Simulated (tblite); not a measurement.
# Saddle-point search of C4H12GeSi

The run: saddle-point search of C4H12GeSi, SMILES C1C[SiH2][CH2][GeH2][CH2]1. Method and program: GFN2-xTB saddle search (eigenvector following) and harmonic vibrations, gas phase (tblite 0.8.0).

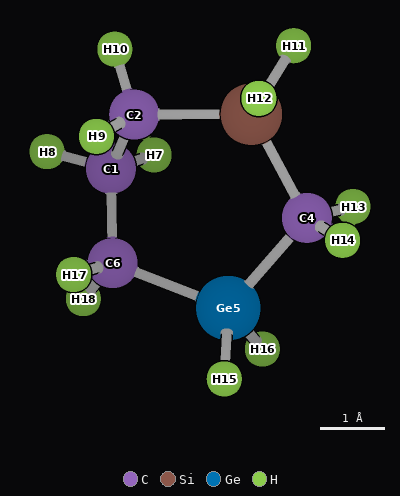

Figure 1. The starting structure (ball-and-stick view, seen at a tilt; atoms are numbered from 1 in the order of the input). Sticks mark near contacts. Bond lengths as drawn: C–C 1.53 Å, C–Ge 1.98 Å, C–H 1.09 to 1.10 Å, C–Si 1.90 to 1.91 Å, Ge–H 1.51 Å and H–Si 1.47 Å.

**The input**
```
{"job": {"xc": "GFN2-xTB", "basis": "xTB", "kind": "saddle"}, "charge": 0, "multiplicity": 1}
C     -0.350607    -1.547612     0.228838
C      1.032098    -1.231637    -0.339733
Si     1.757329     0.454284     0.176933
C      0.418318     1.777412     0.468739
Ge    -1.396117     1.191960    -0.062118
C     -1.447870    -0.748848    -0.468914
H     -0.367195    -1.347838     1.304329
H     -0.556747    -2.616045     0.098734
H      0.973777    -1.295152    -1.428290
H      1.730513    -2.010493    -0.026940
H      2.503409     0.279328     1.432763
H      2.670165     0.909500    -0.881394
H      0.401389     2.044064     1.523406
H      0.674660     2.685249    -0.071997
H     -1.883848     1.972842    -1.260145
H     -2.377402     1.520289     1.041521
H     -1.356605    -0.891353    -1.547695
H     -2.425267    -1.145949    -0.188038
```

The first line tells a small driver script what to run in tblite; the rest is the geometry in Å.

Hardware: 1 CPU thread, shared host.

Command:
```bash
OMP_NUM_THREADS=1 python <driver script> task.json out
```

**What the program printed**
```
step      E/eV     max force
  0    -498.30929   0.0267
  1    -498.30973   0.0462
  2    -498.30985   0.0091
  3    -498.30988   0.0033
lowest wavenumbers (cm-1): -87.2 35.2 203.2 225.9 274.1 387.7
```

**Trajectory as extended XYZ (Å, eV, eV/Å), 4 frames, from step=0 to step=3**
```
18
Properties=species:S:1:pos:R:3:forces:R:3 step=0 energy=-498.30929
C    -0.3506   -1.5476    0.2288   -0.0010   0.0050   0.0000
C     1.0321   -1.2316   -0.3397   -0.0080  -0.0010  -0.0080
Si    1.7573    0.4543    0.1769   -0.0110  -0.0050  -0.0100
C     0.4183    1.7774    0.4687   -0.0130   0.0020  -0.0040
Ge   -1.3961    1.1920   -0.0621    0.0130   0.0010   0.0010
C    -1.4479   -0.7488   -0.4689    0.0010  -0.0030  -0.0040
H    -0.3672   -1.3478    1.3043    0.0010   0.0150   0.0000
H    -0.5567   -2.6160    0.0987    0.0020   0.0080  -0.0050
H     0.9738   -1.2952   -1.4283    0.0190  -0.0080  -0.0090
H     1.7305   -2.0105   -0.0269   -0.0090   0.0030   0.0040
H     2.5034    0.2793    1.4328    0.0050  -0.0060   0.0160
H     2.6702    0.9095   -0.8814    0.0030  -0.0040  -0.0040
H     0.4014    2.0441    1.5234   -0.0110  -0.0100   0.0120
H     0.6747    2.6852   -0.0720    0.0000   0.0040  -0.0070
H    -1.8838    1.9728   -1.2601   -0.0020   0.0030  -0.0030
H    -2.3774    1.5203    1.0415    0.0020  -0.0050   0.0030
H    -1.3566   -0.8914   -1.5477    0.0030   0.0020  -0.0080
H    -2.4253   -1.1459   -0.1880    0.0060   0.0010   0.0260
18
Properties=species:S:1:pos:R:3:forces:R:3 step=1 energy=-498.30973
C    -0.3364   -1.5476    0.2233   -0.0040   0.0050  -0.0090
C     1.0315   -1.2164   -0.3723    0.0080  -0.0030  -0.0050
Si    1.7591    0.4509    0.1966    0.0200  -0.0060   0.0030
C     0.4191    1.7800    0.4599    0.0040  -0.0020   0.0020
Ge   -1.3919    1.1912   -0.0766   -0.0060  -0.0050  -0.0030
C    -1.4594   -0.7583   -0.4434   -0.0220  -0.0180  -0.0120
H    -0.3302   -1.3505    1.2997    0.0000   0.0010  -0.0090
H    -0.5369   -2.6170    0.0937    0.0010   0.0010   0.0000
H     0.9523   -1.2468   -1.4618    0.0020   0.0000   0.0240
H     1.7368   -2.0041   -0.0970   -0.0150   0.0170  -0.0060
H     2.4486    0.2405    1.4823   -0.0130   0.0040  -0.0280
H     2.7215    0.9110   -0.8167   -0.0180  -0.0090   0.0190
H     0.3917    2.0560    1.5123    0.0000  -0.0010  -0.0030
H     0.6798    2.6822   -0.0883    0.0000  -0.0010   0.0010
H    -1.8654    1.9523   -1.2937    0.0010  -0.0020   0.0030
H    -2.3800    1.5473    1.0129    0.0020  -0.0010  -0.0040
H    -1.4161   -0.9229   -1.5234   -0.0010   0.0050   0.0410
H    -2.4240   -1.1479   -0.1074    0.0410   0.0150  -0.0150
18
Properties=species:S:1:pos:R:3:forces:R:3 step=2 energy=-498.30985
C    -0.3446   -1.5458    0.2227    0.0000  -0.0010   0.0020
C     1.0335   -1.2263   -0.3540   -0.0020   0.0030   0.0020
Si    1.7574    0.4516    0.1867   -0.0020   0.0030   0.0010
C     0.4191    1.7806    0.4577    0.0000   0.0010   0.0000
Ge   -1.3957    1.1914   -0.0654    0.0020   0.0020   0.0010
C    -1.4518   -0.7510   -0.4624    0.0040   0.0030   0.0020
H    -0.3526   -1.3447    1.2981    0.0000   0.0000   0.0020
H    -0.5494   -2.6144    0.0938    0.0000   0.0000   0.0000
H     0.9735   -1.2807   -1.4428    0.0000   0.0000  -0.0080
H     1.7319   -2.0079   -0.0495    0.0050  -0.0060   0.0020
H     2.4695    0.2600    1.4607    0.0010   0.0000   0.0020
H     2.6992    0.9049   -0.8466    0.0020   0.0010  -0.0010
H     0.3991    2.0585    1.5097    0.0000   0.0000  -0.0010
H     0.6771    2.6817   -0.0938    0.0000  -0.0010   0.0010
H    -1.8921    1.9700   -1.2616    0.0000   0.0010  -0.0010
H    -2.3703    1.5190    1.0442   -0.0010   0.0010   0.0010
H    -1.3810   -0.9015   -1.5413    0.0000  -0.0010  -0.0090
H    -2.4225   -1.1455   -0.1563   -0.0080  -0.0030   0.0030
18
Properties=species:S:1:pos:R:3:forces:R:3 step=3 energy=-498.30988
C    -0.3420   -1.5466    0.2226    0.0000   0.0000   0.0010
C     1.0329   -1.2230   -0.3599   -0.0010   0.0010   0.0010
Si    1.7577    0.4512    0.1903    0.0000   0.0010   0.0000
C     0.4192    1.7807    0.4578    0.0000   0.0000   0.0000
Ge   -1.3946    1.1913   -0.0686    0.0010   0.0000   0.0000
C    -1.4542   -0.7533   -0.4562    0.0020   0.0010   0.0010
H    -0.3454   -1.3472    1.2983    0.0000   0.0000   0.0010
H    -0.5453   -2.6153    0.0930    0.0000   0.0000   0.0000
H     0.9668   -1.2694   -1.4489    0.0000   0.0000  -0.0030
H     1.7335   -2.0065   -0.0649    0.0020  -0.0020   0.0010
H     2.4615    0.2534    1.4682    0.0000   0.0000   0.0010
H     2.7068    0.9064   -0.8356    0.0010   0.0000   0.0000
H     0.3972    2.0592    1.5096    0.0000   0.0000   0.0000
H     0.6781    2.6814   -0.0937    0.0000   0.0000   0.0000
H    -1.8843    1.9643   -1.2712    0.0000   0.0010  -0.0010
H    -2.3730    1.5277    1.0350   -0.0010   0.0000   0.0010
H    -1.3924   -0.9081   -1.5353    0.0000  -0.0010  -0.0030
H    -2.4226   -1.1462   -0.1405   -0.0030  -0.0010   0.0010
```

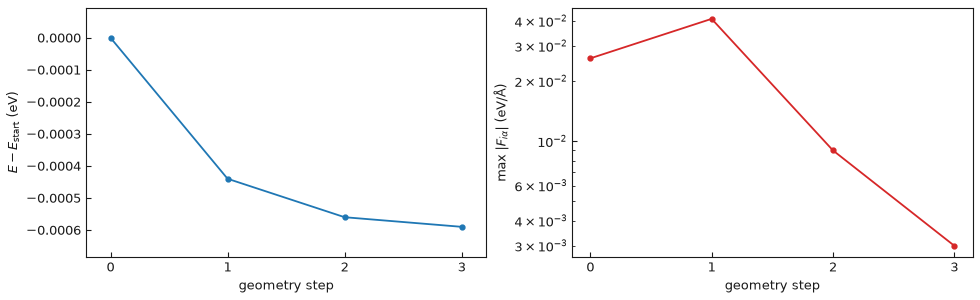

Figure 2. Progress of the saddle-point search, step by step (steps are counted from 0).

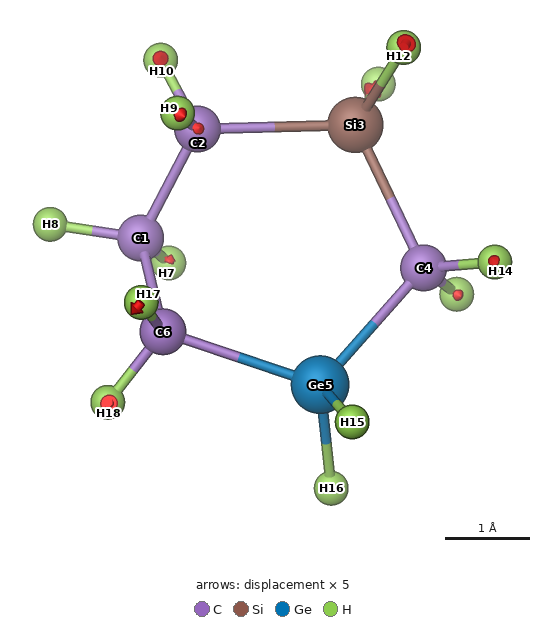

Figure 3. The starting structure with the displacements as red arrows, magnified 5 times (ball-and-stick view, seen at a tilt). The two geometries are laid on each other by the best rigid fit. Over 3 geometry steps the energy falls by 0.001 eV. The largest force component goes from 0.026 to 0.003 eV/Å. The atom that moves furthest after the best rigid fit is H11 (0.061 Å). By element the largest moves are H 0.061 Å, C 0.022 Å, Si 0.014 Å, Ge 0.007 Å. (Atoms are counted from 1 in the order of the input.)

**Summary**

| quantity | value |
| --- | --- |
| outcome | converged |
| total energy | −498.3099 eV |
| point group | C1 |
| wall time | 2.8 s |
| peak memory | 0.2 GiB |
